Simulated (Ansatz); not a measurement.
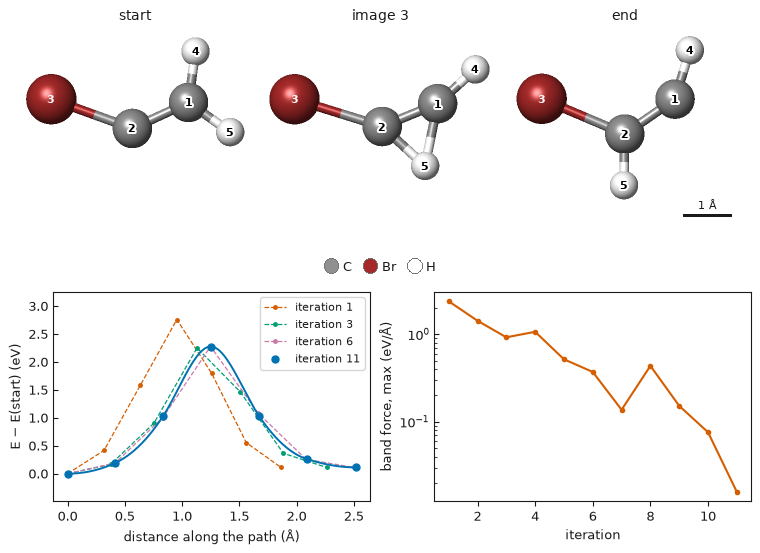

NEB run on C2H2Br (multiplicity 2). Images are numbered from 0 (start) to 6 (end). The plot follows the band through its iterations. A ball-and-stick model, seen face on.

These are results of Ansatz, UKS BHLYP-D4/def2-SVP, not measurements. Settings: 5 movable images; climbing image; force threshold 0.05 eV/Å; iteration limit 60; starting path through a guess of the saddle point.

**Judge this run.**

The run is converged, with reservations. The band converged in 11 iterations. The largest component of the band force went from 2.4 to 0.016 eV/Å. The climbing image converged on the top of the path. Its curvatures weren't checked. The first iteration put the highest image at 2.76 eV. The energy climbs by 2.28 eV to image 3 and then falls by 2.16 eV, so the end point sits at +0.11 eV.
